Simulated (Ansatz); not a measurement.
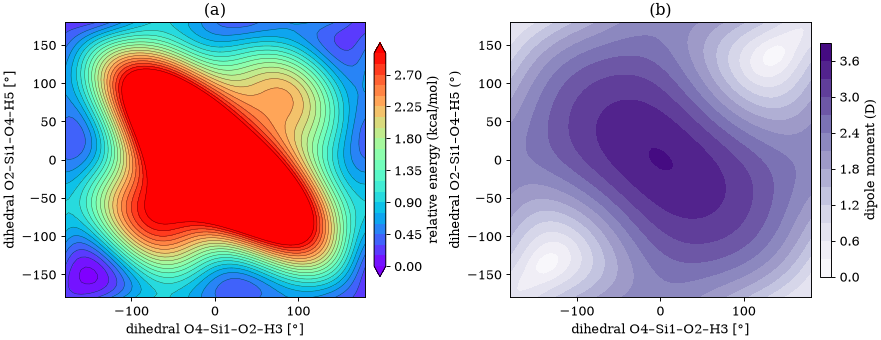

Si(OH)2Cl2. Coordinates scanned: (1) dihedral O4–Si1–O2–H3; (2) dihedral O2–Si1–O4–H5. Nothing is relaxed (all other coordinates rigid). The grid has 18 × 18 points; 171 points were computed and 153 follow by symmetry. All energies are given in kcal/mol relative to the lowest grid point. Method: RKS PBE0-D4/def2-SVP (Ansatz 0.2.0).

Panel (a) is the energy and panel (b) the computed dipole moment on the same grid.

Drawn: filled contours, one colour for all values above the top of the scale. Between grid points the surface is interpolated.

How does the dipole moment vary over the map, and what is it at the lowest grid point?

Leaving out the highest fifth of the energies, it runs from 0.15 D at dihedral O4–Si1–O2–H3 = 140°, dihedral O2–Si1–O4–H5 = 140° to 3.15 D at dihedral O4–Si1–O2–H3 = 40°, dihedral O2–Si1–O4–H5 = 40°. At the lowest grid point, dihedral O4–Si1–O2–H3 = −160°, dihedral O2–Si1–O4–H5 = −160°, it is 0.50 D.
